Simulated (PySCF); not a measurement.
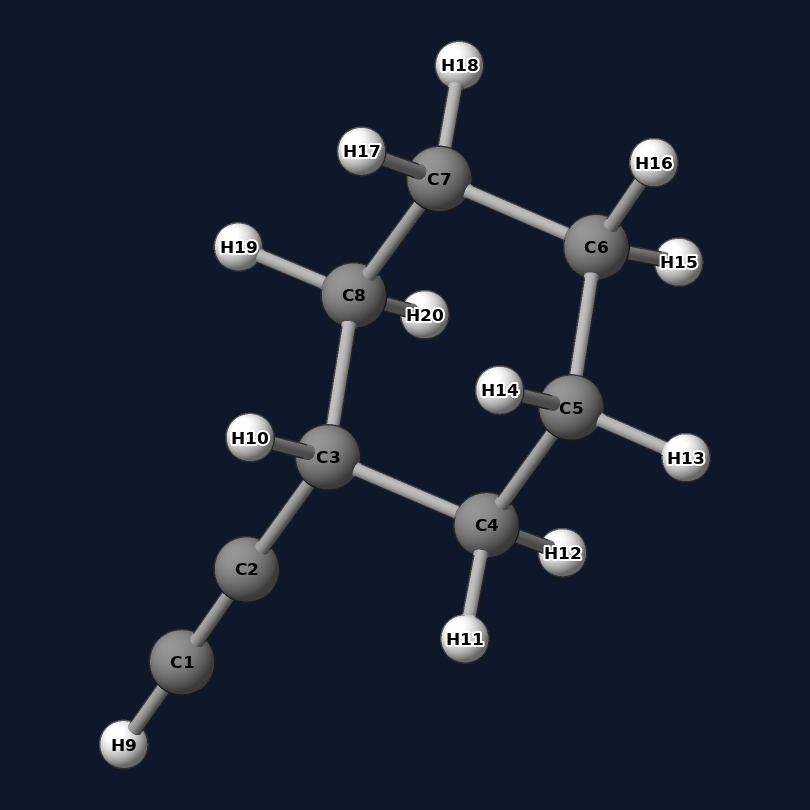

The questions are on Hirshfeld charges. The computed structure is the end point of a PBE0-D3(BJ)/def2-SVP optimisation. No frequency run is at hand to confirm it as a minimum. Level of theory: PBE0/pcSseg-1, gas phase (PySCF 2.14.0).

List the Hirshfeld charges.

```csv
atom,value (e)
C1,−0.13
C2,−0.04
C3,−0.01
C4,−0.06
C5,−0.07
C6,−0.07
C7,−0.07
C8,−0.06
H9,0.09
H10,0.05
H11,0.04
H12,0.04
H13,0.04
H14,0.03
H15,0.03
H16,0.04
H17,0.03
H18,0.04
H19,0.04
H20,0.04
```
